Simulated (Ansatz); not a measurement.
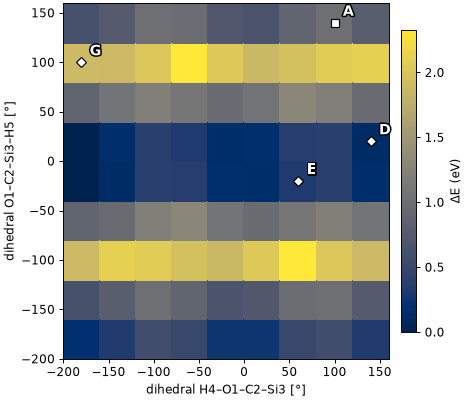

CH3OSi, SMILES O[C-]=[SiH2], charge −1. 
- The first coordinate is: dihedral H4–O1–C2–Si3; the second: dihedral O1–C2–Si3–H5.
- Nothing is relaxed (all other coordinates rigid).
- Grid: 9 × 9 points; 75 points were computed and 6 follow by symmetry.
- Points are written as (first, second).
- Energies are in eV, from the lowest grid point.
- Energies and slopes of some neighbouring points disagree (a jump in structure or state, or too coarse a mesh). The restricted reference is unstable at some or all points, so the energies there are unreliable.
- Level of theory: RHF-MP2, frozen core/def2-TZVPD in Ansatz.

In the figure: one coloured cell a grid point, lettered points.

**Is G the lowest point of the computed grid?**

No. G lies 1.89 eV above the lowest grid point, which is at (−180°, −20°).

**Rank the lettered points by energy, lowest first.**

D (0.13 eV), E (0.32 eV), A (1.01 eV), G (1.89 eV).
